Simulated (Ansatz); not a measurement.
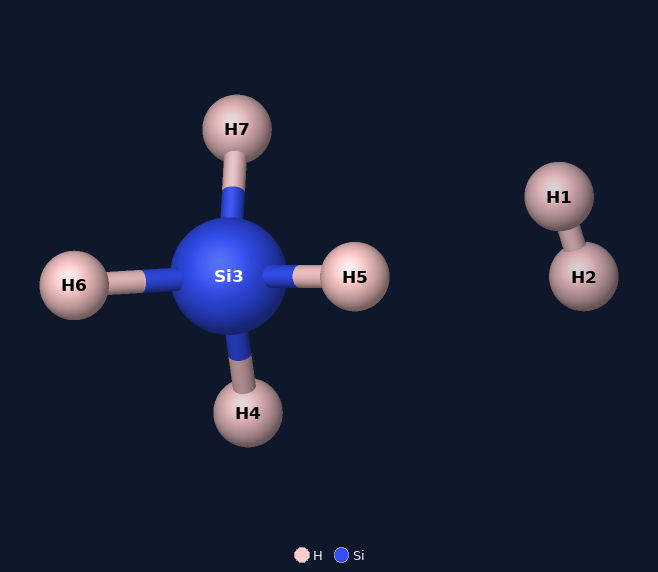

Atoms carry their numbers in the input. The geometry was computed by an optimisation with PBE-D4/def2-SVP. No frequency run is at hand to confirm it as a minimum.

List the bonds and their lengths.

```json
{"bond": "H1–H2", "length (Å)": "0.769", "order": "single"}
{"bond": "Si3–H4", "length (Å)": "1.502", "order": "single"}
{"bond": "Si3–H5", "length (Å)": "1.503", "order": "single"}
{"bond": "Si3–H6", "length (Å)": "1.503", "order": "single"}
{"bond": "Si3–H7", "length (Å)": "1.503", "order": "single"}
```
